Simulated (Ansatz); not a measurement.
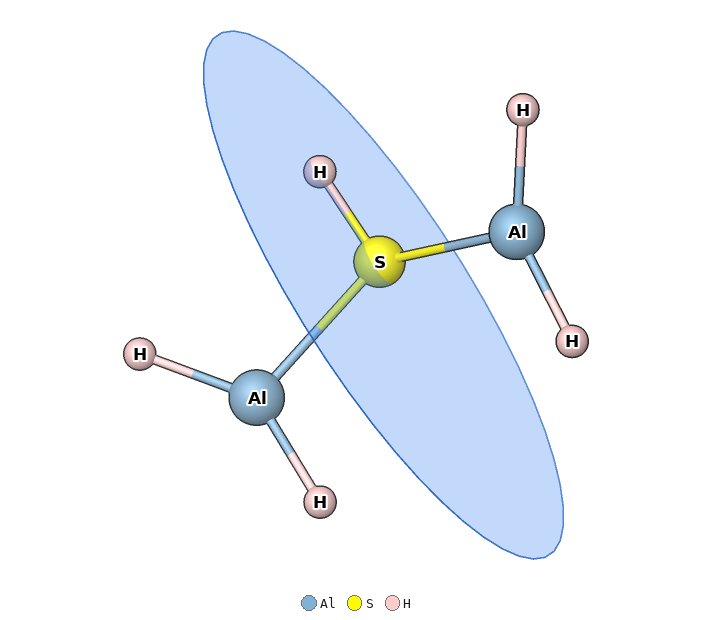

All proper rotation axes (lines) and mirror planes (discs) of the structure are drawn in. Atoms fade into the background with distance from the viewer. Charge +1, singlet. The geometry was computed by an optimisation with PBE0-D4/def2-TZVP. No frequency run is at hand to confirm it as a minimum.

Name the symmetry elements and the point group.

Answer. It has 1 mirror plane. Point group Cs. The group has 2 operations. The geometry is achiral, and symmetry allows a dipole moment.
